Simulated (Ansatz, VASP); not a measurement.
**MnS: VASP beside Ansatz**

Aim: how closely do two programs agree when they are given the same cell, functional and k mesh? The cell comes out of earlier VASP steps on this material, which relaxed, scaled or displaced it; both programs get it as it stands.

Method: plane waves, with VASP 6.6.1 beside it; band structure at r2SCAN and single point at r2SCAN, in Ansatz 0.2.0.

## Step 1: Set-up

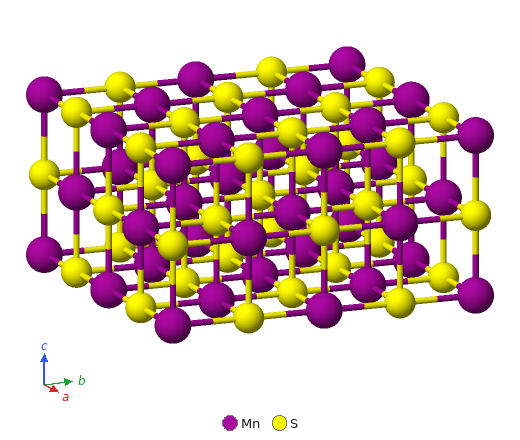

The starting structure, seen slightly off an axis (manganese purple, sulfur yellow). 2×2×1 cells are drawn. This picture shows the conventional cell, with its axes. Some periodic images of atoms are drawn too.

## Step 2: VASP: band structure, r2SCAN

Levels along a path test the potential and the projectors away from the mesh points.

Lines of VASP's logs that name or quote its potential files are left out, and so is its time.

File INCAR:

```
SYSTEM = MnS
PREC = Accurate
ENCUT = 400
EDIFF = 1E-06
NELM = 100
ISMEAR = 0
SIGMA = 0.05
LREAL = .FALSE.
ALGO = Normal
METAGGA = R2SCAN
LASPH = .TRUE.
NBANDS = 22
ISPIN = 2
MAGMOM = 4.488 0.135
LMAXMIX = 4
LORBIT = 11
LWAVE = .FALSE.
LCHARG = .FALSE.
KPAR = 2
```

File POSCAR:

```
MnS
1.0
    0.0000000000      2.6026165196      2.6026165196
    2.6026165196      0.0000000000      2.6026165196
    2.6026165196      2.6026165196      0.0000000000
Mn S
1 1
Direct
    0.0000000000      0.0000000000      0.0000000000
    0.5000000000      0.5000000000      0.5000000000
```

File KPOINTS:

```
Automatic mesh
0
Gamma
7 7 7
0 0 0
```

File KPOINTS_OPT:

```
Line mode
16
Line-mode
Reciprocal
  0.00000000   0.00000000   0.00000000 GAMMA
  0.50000000   0.00000000   0.50000000 X

  0.50000000   0.00000000   0.50000000 X
  0.50000000   0.25000000   0.75000000 W

  0.50000000   0.25000000   0.75000000 W
  0.37500000   0.37500000   0.75000000 K

  0.37500000   0.37500000   0.75000000 K
  0.00000000   0.00000000   0.00000000 GAMMA

  0.00000000   0.00000000   0.00000000 GAMMA
  0.50000000   0.50000000   0.50000000 L

  0.50000000   0.50000000   0.50000000 L
  0.62500000   0.25000000   0.62500000 U

  0.62500000   0.25000000   0.62500000 U
  0.50000000   0.25000000   0.75000000 W

  0.50000000   0.25000000   0.75000000 W
  0.50000000   0.50000000   0.50000000 L

  0.50000000   0.50000000   0.50000000 L
  0.37500000   0.37500000   0.75000000 K

  0.62500000   0.25000000   0.62500000 U
  0.50000000   0.00000000   0.50000000 X
```

PAW data sets: Mn_pv and S (PBE family, release 64).

Started as:

```console
$ mpirun -np 2 vasp_std
```

Numbers of over 12 decimals in the logs are rounded to 6 here.

The log of the run:

```text
[banner, memory and clock lines left out]
running    2 mpi-ranks, on    1 nodes
 distrk:  each k-point on    1 cores,    2 groups
 distr:  one band on    1 cores,    1 groups

 POSCAR found type information on POSCAR MnS
 POSCAR found :  2 types and       2 ions
|                                                                             |
|               ----> ADVICE to this user running VASP <----                  |
|                                                                             |
|     You enforced a specific xc type in the INCAR file but a different       |
|     [... a line on the potential file left out ...]
|     I HOPE YOU KNOW WHAT YOU ARE DOING!                                     |
|                                                                             |

 LDA part: xc-table for (None), standard interpolation
 POSCAR, INCAR and KPOINTS ok, starting setup
 FFT: planning ... GRIDC
 FFT: planning ... GRID_SOFT
 FFT: planning ... GRID
 WAVECAR not read
 entering main loop
       N       E                     dE             d eps       ncg     rms          rms(c)
DAV:   1     0.133609280232E+03    0.13361E+03   -0.88535E+03  1776   0.763E+02
DAV:   2    -0.216819552820E+02   -0.15529E+03   -0.14579E+03  1916   0.250E+02
DAV:   3    -0.291034235939E+02   -0.74215E+01   -0.73580E+01  2060   0.603E+01
DAV:   4    -0.291792776561E+02   -0.75854E-01   -0.75829E-01  1952   0.631E+00
DAV:   5    -0.291804041863E+02   -0.11265E-02   -0.11265E-02  2054   0.775E-01    0.116E+01
DAV:   6    -0.247066039281E+02    0.44738E+01   -0.73307E+00  1886   0.300E+01    0.141E+01
DAV:   7    -0.248768645120E+02   -0.17026E+00   -0.62313E-01  1988   0.636E+00    0.813E+00
DAV:   8    -0.248716866089E+02    0.51779E-02   -0.98654E-02  2012   0.343E+00    0.450E+00
DAV:   9    -0.248755068870E+02   -0.38203E-02   -0.51300E-02  2042   0.205E+00    0.871E-01
DAV:  10    -0.248753504136E+02    0.15647E-03   -0.10843E-02  1904   0.108E+00    0.279E-01
DAV:  11    -0.248756272516E+02   -0.27684E-03   -0.87749E-04  2026   0.234E-01    0.155E-01
DAV:  12    -0.248756798254E+02   -0.52574E-04   -0.87610E-05  1910   0.113E-01    0.843E-02
DAV:  13    -0.248756982027E+02   -0.18377E-04   -0.10811E-05  2134   0.324E-02    0.591E-02
DAV:  14    -0.248757216188E+02   -0.23416E-04   -0.10635E-05  1918   0.362E-02    0.140E-02
DAV:  15    -0.248757225554E+02   -0.93655E-06   -0.22800E-06  1992   0.101E-02
   1 F= -.24875723E+02 E0= -.24875242E+02  d E =-.962057E-03  mag=     4.9651
 Start KPOINTS_OPT (optional k-point list driver)
k-point batch [1-20\160]
       N       E                     dE             ncg
DAV:   1    -0.155903348379E+04   -0.92127E+04     1774
DAV:   2    -0.458790240136E+04   -0.30289E+04     1898
DAV:   3    -0.472070432714E+04   -0.13280E+03     2070
DAV:   4    -0.472214876110E+04   -0.14444E+01     1936
DAV:   5    -0.472217360159E+04   -0.24840E-01     2014
DAV:   6    -0.472217430128E+04   -0.69969E-03     2114
DAV:   7    -0.472217432316E+04   -0.21881E-04     2016
DAV:   8    -0.472217432384E+04   -0.67906E-06     1238
[...]
k-point batch [141-160\160]
       N       E                     dE             ncg
DAV:   1    -0.169680940357E+04   -0.14455E+05     1774
DAV:   2    -0.463859986665E+04   -0.29418E+04     1798
DAV:   3    -0.476987828495E+04   -0.13128E+03     2200
DAV:   4    -0.477133209030E+04   -0.14538E+01     2066
DAV:   5    -0.477135667009E+04   -0.24580E-01     2136
DAV:   6    -0.477135735252E+04   -0.68243E-03     2174
DAV:   7    -0.477135737483E+04   -0.22306E-04     2140
DAV:   8    -0.477135737551E+04   -0.68101E-06     1518
```

From OUTCAR (step 2):

```text
ion  position               nearest neighbor table
   1  0.000  0.000  0.000-   2 2.60   2 2.60   2 2.60   2 2.60   2 2.60   2 2.60
   2  0.500  0.500  0.500-   1 2.60   1 2.60   1 2.60   1 2.60   1 2.60   1 2.60

  LATTYP: Found a face centered cubic cell.
 ALAT       =     5.2052330392

 Subroutine GETGRP returns: Found 48 space group operations
 (whereof 48 operations were pure point group operations)

The static configuration has the point symmetry O_h .

 Found     20 irreducible k-points:

   k-points           NKPTS =     20   k-points in BZ     NKDIM =     20   number of bands    NBANDS=     22

   dimension x,y,z NGX =    24 NGY =   24 NGZ =   24
   dimension x,y,z NGXF=    48 NGYF=   48 NGZF=   48

   ENCUT  =  400.0 eV  29.40 Ry    5.42 a.u.   6.00  6.00  6.00*2*pi/ulx,y,z

   NELECT =      19.0000    total number of electrons

 k-points in reciprocal lattice and weights: Automatic mesh
   0.00000000  0.00000000  0.00000000       0.003
   0.14285714  0.00000000  0.00000000       0.023
   0.28571429  0.00000000  0.00000000       0.023
   0.42857143  0.00000000  0.00000000       0.023
   0.14285714  0.14285714  0.00000000       0.017
   0.28571429  0.14285714  0.00000000       0.070
   0.42857143  0.14285714  0.00000000       0.070
  -0.42857143  0.14285714  0.00000000       0.070
  -0.28571429  0.14285714  0.00000000       0.070
[...]
-0.42857143  0.42857143  0.14285714       0.070
  -0.28571429  0.42857143  0.14285714       0.070

 average (electrostatic) potential at core
       1 -73.8516       2 -87.9222

 E-fermi :   6.6503

 spin component 1
 k-point     1 :       0.0000    0.0000    0.0000
  band No.  band energies     occupation
    ...
      8       2.6936      1.00000
      9       2.6936      1.00000
     10       4.6113      1.00000
     11       4.6113      1.00000
     12       4.6113      1.00000
     13       8.7837      0.00000
     14      15.4945      0.00000
     15      15.4945      0.00000
     16      15.4945      0.00000
     17      17.7707      0.00000
    ...

 k-point     2 :       0.1429    0.0000    0.0000
  band No.  band energies     occupation
    ...
      8       2.7120      1.00000
      9       2.7121      1.00000
     10       3.8159      1.00000
     11       5.1290      1.00000
     12       5.1290      1.00000
     13       9.8924      0.00000
     14      14.2365      0.00000
     15      15.2759      0.00000
     16      15.2759      0.00000
     17      17.0196      0.00000
    ...

 k-point     3 :       0.2857    0.0000    0.0000
  band No.  band energies     occupation
    ...
      8       2.9033      1.00000
      9       2.9033      1.00000
     10       3.4694      1.00000
     11       5.9914      1.00000
     12       5.9915      1.00000
     13      10.5226      0.00000
     14      13.6904      0.00000
     15      13.6904      0.00000
     16      14.1943      0.00000
     17      17.6927      0.00000
    ...

 k-point     4 :       0.4286    0.0000    0.0000
  band No.  band energies     occupation
    ...
      8       3.0660      1.00000
      9       3.0660      1.00000
     10       3.5177      1.00000
     11       6.6116      0.86278
     12       6.6117      0.86261
     13       9.9120      0.00000
     14      12.4893      0.00000
     15      12.4894      0.00000
     16      15.4441      0.00000
     17      19.0686      0.00000
    ...

 k-point     5 :       0.1429    0.1429    0.0000
  band No.  band energies     occupation
    ...
      8       2.5333      1.00000
      9       2.7365      1.00000
     10       4.5591      1.00000
     11       4.5591      1.00000
     12       4.6432      1.00000
     13      10.4156      0.00000
     14      14.1442      0.00000
     15      14.5184      0.00000
     16      15.4649      0.00000
     17      15.4649      0.00000
    ...

 k-point     6 :       0.2857    0.1429    0.0000
  band No.  band energies     occupation
    ...
      8       2.7048      1.00000
      9       2.9230      1.00000
     10       3.6971      1.00000
     11       4.8917      1.00000
     12       5.5846      1.00000
     13      11.2948      0.00000
     14      12.6594      0.00000
     15      13.6867      0.00000
     16      15.0594      0.00000
     17      16.4914      0.00000
    ...

  Total        0.0066203      0.0066203      0.0066203      0.0000000      0.0000000      0.0000000
  in kB        0.3008349      0.3008349      0.3008349      0.0000000      0.0000000      0.0000000
  external PRESSURE =       0.3008349 kB  Pullay stress =       0.0000000 kB

  energy-cutoff  :      400.00
  volume of cell :       35.26
      direct lattice vectors                 reciprocal lattice vectors
     0.000000000  2.602616520  2.602616520    -0.192114357  0.192114357  0.192114357
     2.602616520  0.000000000  2.602616520     0.192114357 -0.192114357  0.192114357
     2.602616520  2.602616520  0.000000000     0.192114357  0.192114357 -0.192114357

 POSITION                                       TOTAL-FORCE (eV/Angst)
 -----------------------------------------------------------------------------------
      0.00000      0.00000      0.00000        -0.000000      0.000000      0.000000
      2.60262      2.60262      2.60262         0.000000     -0.000000     -0.000000
 -----------------------------------------------------------------------------------
    total drift:                                0.000000     -0.000000     -0.000000

  FREE ENERGIE OF THE ION-ELECTRON SYSTEM (eV)
  ---------------------------------------------------
  free  energy   TOTEN  =       -24.8757225554 eV

  energy  without entropy=      -24.8747604979  energy(sigma->0) =      -24.87524153

 total charge
# of ion       s       p       d       tot
------------------------------------------
    1        0.220   6.162   4.899  11.281
    2        1.310   2.477   0.000   3.787
--------------------------------------------------
tot          1.530   8.639   4.899  15.068

 magnetization (x)
# of ion       s       p       d       tot
------------------------------------------
    1        0.051   0.037   4.400   4.488
    2        0.030   0.106   0.000   0.135
--------------------------------------------------
tot          0.080   0.143   4.400   4.623

[... 6 further parts left out ...]
```

The run ends at a pressure of 0.03 GPa.

(Continued in part 2 of 2.)

[Lines on the potential files, build, host, timing and source positions are cut from VASP's logs without a mark.]

[Logs are printed without paths, hosts, clocks, repeated set-up lines and the standing remarks that a program may print on its own settings, such as how far it seeks lower states.]

[Hosts, paths, dates, database ids (printed as entryN), source tags and the programs' standing remarks are cut or masked in the printed files.]
